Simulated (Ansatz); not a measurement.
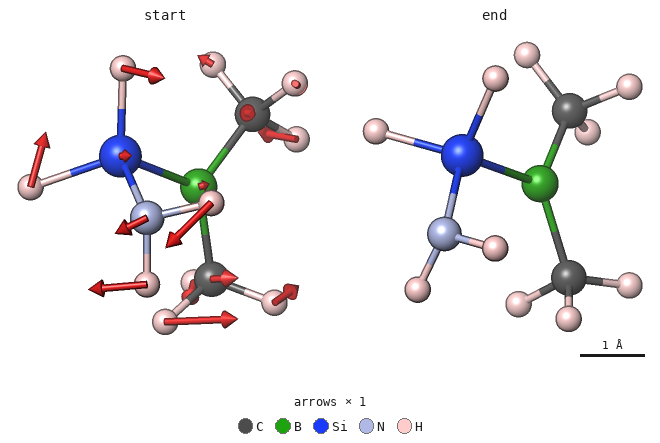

The structure of C2H10BNSi (coarse preliminary run) before (left) and after (right) a relaxation, at one scale. The red arrows give the displacements, at their true length.

Style: ball-and-stick. Shown from a free direction.

The start comes from a force field.

Level of theory: Ansatz 0.2.0, RKS PBE-D4/def2-SVP. Set-up: force threshold 0.03 eV/Å; at most 200 steps.

> Summarise the run.

The atom that moves furthest after the best rigid fit is an H atom (1.30 Å). By element the largest moves are H 1.30 Å, N 0.59 Å, C 0.52 Å, Si 0.21 Å, B 0.19 Å. Among the contacts that change: H–Si 1.414 → 1.514 Å, B–Si 1.965 → 2.042 Å, C–H 1.161 → 1.109 Å, H–N 1.072 → 1.025 Å. Among the angles between lasting bonds that change: B–Si–N 108.2° → 118.6°, Si–N–H 105.8° → 116.0°, B–C–H 106.1° → 115.3°. Groups turn about B–Si by about 50°, B–C by about 30°, B–C by about 30°. The energy falls by 0.585 eV in 26 accepted moves (28 points after the start). Largest force component: 3.2 eV/Å at the start, 0.023 eV/Å at the end. The line search rejected the trial steps at points 6, 9 of the run.
